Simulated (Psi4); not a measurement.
# CCSD/6-311+G(d,p) run of SF4 (sulfur tetrafluoride)

Aim: the energy change on altering one bond length of SF4 (sulfur tetrafluoride) at CCSD/6-311+G**, from 2 runs. 

Program for the calculation: Psi4 1.11.

1 further run of the same task is left out (set aside as unsound or not needed).

## 1. The system as given

SF4: 5 atoms, total charge 0, spin state singlet. As SMILES, `FS(F)(F)F`. The coordinates come from a PBE0-D4/def2-TZVP relaxation.

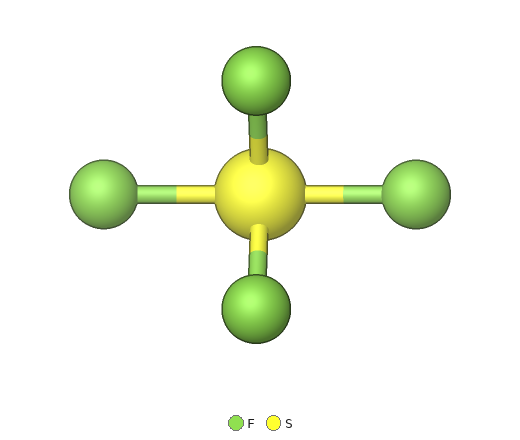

Viewed from a chosen angle; fluorine green, sulfur yellow.

## 2. A single-point energy at CCSD/6-311+G(d,p)

Contents of job.json:

```json
{
 "schema_name": "qcschema_input",
 "schema_version": 1,
 "molecule": {
  "schema_name": "qcschema_molecule",
  "schema_version": 2,
  "symbols": ["F", "S", "F", "F", "F"],
  "geometry": [-1.0605143, -0.43085756, 2.2162708, 0.12094247, -0.67538812, -0.45920345, 2.90394214, -0.87305347, 0.92861142, -2.72139459, -0.14607583, -1.62176296, 0.75702429, 2.125186, -1.06410478],
  "molecular_charge": 0,
  "molecular_multiplicity": 1,
  "fix_symmetry": "c1",
  "fix_com": true,
  "fix_orientation": true
 },
 "driver": "energy",
 "model": {
  "method": "ccsd",
  "basis": "6-311+G**"
 },
 "keywords": {
  "puream": true,
  "e_convergence": 1e-09,
  "d_convergence": 1e-08,
  "scf_type": "pk",
  "num_frozen_docc": 9
 }
}
```

Command:

```sh
$ psi4 --qcschema job.json -n 1 --memory 1600MB
```

stdout:

```text
[...]
  Running in c1 symmetry.
[...]
  Nuclear repulsion =  298.719038884987754
[...]
  Multiplicity = 1
[...]
  Nalpha       = 26
  Nbeta        = 26
[...]
    Number of basis functions: 118
[...]
   @RHF iter   1:  -795.09205122169294   -3.20973e-02   5.83946e-03 ADIIS/DIIS
[...]
   @RHF iter  11:  -795.26330807046270   -2.28511e-11   8.92062e-09 DIIS
[...]
    Orbital Energies [Eh]
    ---------------------
    Doubly Occupied:
       1A    -92.324388     2A    -26.413789     3A    -26.413775
       4A    -26.322710     5A    -26.322685     6A     -9.295083
       7A     -6.975537     8A     -6.975292     9A     -6.972015
      10A     -1.789277    11A     -1.717524    12A     -1.633441
      13A     -1.616802    14A     -1.081470    15A     -0.873903
      16A     -0.869765    17A     -0.853707    18A     -0.799259
      19A     -0.743933    20A     -0.741115    21A     -0.741062
      22A     -0.672592    23A     -0.672360    24A     -0.664321
      25A     -0.658359    26A     -0.521816
[...]
  @RHF Final Energy:  -795.26330807046270
   => Energetics <=
    Nuclear Repulsion Energy =            298.7190388849877536
    One-Electron Energy =               -1698.6327357776758618
    Two-Electron Energy =                 604.6503888222255227
    Total Energy =                       -795.2633080704626991
[...]
 Multipole Moments:
 ------------------------------------------------------------------------------------
     Multipole            Electronic (a.u.)      Nuclear  (a.u.)        Total (a.u.)
 ------------------------------------------------------------------------------------
 L = 1.  Multiply by 2.5417464519 to convert [e a0] to [Debye]
 Dipole X            :         -0.7813144            0.8465974            0.0652830
 Dipole Y            :          4.3654995           -4.7294177           -0.3639182
 Dipole Z            :          2.9688125           -3.2161249           -0.2473124
 Magnitude           :                                                    0.4448165
[...]
      * MP2 total energy                      = -796.256007275640059
[...]
      * CCSD total energy                     = -796.256167001720428
[...]
```

The result, in JSON:

```text
{
 "driver": "energy",
 "model": {
  "method": "ccsd",
  "basis": "6-311+G**"
 },
 "success": true,
 "return_result": -796.2561670017204,
 "properties": {
  "calcinfo_nbasis": 118,
  "calcinfo_nmo": 118,
  "calcinfo_nalpha": 26,
  "calcinfo_nbeta": 26,
  "calcinfo_natom": 5,
  "nuclear_repulsion_energy": 298.71903888498775,
  "return_energy": -796.2561670017204,
  "scf_one_electron_energy": -1698.6327357776759,
  "scf_two_electron_energy": 604.6503888222255,
  "scf_dipole_moment": [0.06528296221871788, -0.36391817224050094, -0.2473124070680548],
  "scf_total_energy": -795.2633080704627,
  "scf_iterations": 11,
  "mp2_same_spin_correlation_energy": -0.2729352449329496,
  "mp2_opposite_spin_correlation_energy": -0.7197639602454352,
  "mp2_singles_energy": -7.437392183059648e-27,
  "mp2_doubles_energy": -0.9926992051783848,
  "mp2_correlation_energy": -0.9926992051783848,
  "mp2_total_energy": -796.2560072756401,
  "ccsd_same_spin_correlation_energy": -0.2394838166629023,
  "ccsd_opposite_spin_correlation_energy": -0.7533751145958142,
  "ccsd_singles_energy": 0.0,
  "ccsd_doubles_energy": -0.9928589312587165,
  "ccsd_correlation_energy": -0.9928589312587164,
  "ccsd_total_energy": -796.2561670017204,
  "ccsd_iterations": 18
 }
}
```

Wall time 64 s (1 thread of Intel Xeon 6975P-C (Granite Rapids), shared host); peak memory 1.4 GiB.

## 3. The distorted shape at the same level

Contents of f4s.json:

```json
{
  "schema_name": "qcschema_input",
  "schema_version": 1,
  "molecule": {
    "schema_name": "qcschema_molecule",
    "schema_version": 2,
    "symbols": ["F", "S", "F", "F", "F"],
    "geometry": [-1.15594547, -0.85102871, 2.3070249, 0.0255113, -1.09555927, -0.36844935, 2.80851097, -1.29322462, 1.01936551, -2.81682576, -0.56624698, -1.53100886, 0.75702429, 2.125186, -1.06410478],
    "molecular_charge": 0,
    "molecular_multiplicity": 1,
    "fix_symmetry": "c1"
  },
  "driver": "energy",
  "model": {
    "method": "ccsd",
    "basis": "6-311+G**"
  },
  "keywords": {
    "reference": "rhf",
    "puream": true,
    "e_convergence": 1e-09,
    "d_convergence": 1e-08,
    "scf_type": "pk",
    "num_frozen_docc": 9
  }
}
```

Command:

```sh
$ psi4 --qcschema f4s.json -n 1 --memory 1600MB
```

stdout:

```text
[...]
  Running in c1 symmetry.
[...]
  Nuclear repulsion =  288.410427351316457
[...]
  Multiplicity = 1
[...]
  Nalpha       = 26
  Nbeta        = 26
[...]
    Number of basis functions: 118
[...]
   @RHF iter   1:  -795.03866676951588   -3.68088e-01   6.01250e-03 DIIS/ADIIS
[...]
   @RHF iter  14:  -795.23292325154364   -3.18323e-12   5.67445e-09 DIIS
[...]
    Orbital Energies [Eh]
    ---------------------
    Doubly Occupied:
       1A    -92.340627     2A    -26.429450     3A    -26.371533
       4A    -26.338222     5A    -26.338197     6A     -9.308952
       7A     -6.989373     8A     -6.988227     9A     -6.985346
      10A     -1.774391    11A     -1.653546    12A     -1.643730
      13A     -1.609706    14A     -1.083557    15A     -0.864058
      16A     -0.846610    17A     -0.835290    18A     -0.776638
      19A     -0.734403    20A     -0.730195    21A     -0.703440
      22A     -0.682469    23A     -0.674292    24A     -0.663252
      25A     -0.652407    26A     -0.535379
[...]
  @RHF Final Energy:  -795.23292325154364
   => Energetics <=
    Nuclear Repulsion Energy =            288.4104273513164571
    One-Electron Energy =               -1678.1801215252853581
    Two-Electron Energy =                 594.5367709224252621
    Total Energy =                       -795.2329232515436388
[...]
 Multipole Moments:
 ------------------------------------------------------------------------------------
     Multipole            Electronic (a.u.)      Nuclear  (a.u.)        Total (a.u.)
 ------------------------------------------------------------------------------------
 L = 1.  Multiply by 2.5417464519 to convert [e a0] to [Debye]
 Dipole X            :         -0.1155405            0.0765382           -0.0390023
 Dipole Y            :         -0.1749962           -0.5706271           -0.7456233
 Dipole Z            :          0.2053029           -0.3313934           -0.1260905
 Magnitude           :                                                    0.7572147
[...]
      * MP2 total energy                      = -796.242579580649817
[...]
      * CCSD total energy                     = -796.239857525655907
[...]
```

The result, in JSON:

```text
{
 "driver": "energy",
 "model": {
  "method": "ccsd",
  "basis": "6-311+G**"
 },
 "success": true,
 "return_result": -796.2398575256559,
 "properties": {
  "calcinfo_nbasis": 118,
  "calcinfo_nmo": 118,
  "calcinfo_nalpha": 26,
  "calcinfo_nbeta": 26,
  "calcinfo_natom": 5,
  "nuclear_repulsion_energy": 288.41042735131646,
  "return_energy": -796.2398575256559,
  "scf_one_electron_energy": -1678.1801215252854,
  "scf_two_electron_energy": 594.5367709224253,
  "scf_dipole_moment": [-0.0390023300558664, -0.7456233264022887, -0.1260904917590342],
  "scf_total_energy": -795.2329232515436,
  "scf_iterations": 14,
  "mp2_same_spin_correlation_energy": -0.27646337255933584,
  "mp2_opposite_spin_correlation_energy": -0.7331929565483165,
  "mp2_singles_energy": -5.6962332253318384e-27,
  "mp2_doubles_energy": -1.0096563291076524,
  "mp2_correlation_energy": -1.0096563291076524,
  "mp2_total_energy": -796.2425795806498,
  "ccsd_same_spin_correlation_energy": -0.24035210805748708,
  "ccsd_opposite_spin_correlation_energy": -0.766582166056285,
  "ccsd_singles_energy": 0.0,
  "ccsd_doubles_energy": -1.0069342741137721,
  "ccsd_correlation_energy": -1.0069342741137723,
  "ccsd_total_energy": -796.2398575256559,
  "ccsd_iterations": 18
 }
}
```

It took 64 s on 1 thread of Intel Xeon 6975P-C (Granite Rapids), shared host; peak memory 1.4 GiB.

## 4. Outcome

At CCSD/6-311+G**, 9 core orbitals frozen:

```
                                                         quantity          value
                                        first shape: total energy  -796.25617 Eh
                 first shape: HOMO energy (Hartree–Fock orbitals)      -14.20 eV
                 first shape: LUMO energy (Hartree–Fock orbitals)        1.27 eV
               first shape: HOMO–LUMO gap (Hartree–Fock orbitals)       15.47 eV
         first shape: correlation energy (9 core orbitals frozen)     -992.9 mEh
                                       first shape: T1 diagnostic          0.015
                                    distorted shape: total energy  -796.23986 Eh
             distorted shape: HOMO energy (Hartree–Fock orbitals)      -14.57 eV
             distorted shape: LUMO energy (Hartree–Fock orbitals)        0.09 eV
           distorted shape: HOMO–LUMO gap (Hartree–Fock orbitals)       14.65 eV
     distorted shape: correlation energy (9 core orbitals frozen)    -1006.9 mEh
                                   distorted shape: T1 diagnostic          0.017
energy change with the S2–F5 bond stretched from 1.553 to 1.786 Å       0.444 eV
```

**Reading.** With the S2–F5 bond stretched from 1.553 to 1.786 Å the energy rises by 0.44 eV (42.8 kJ/mol). The first shape isn't relaxed at this level, so the change isn't measured from a minimum.
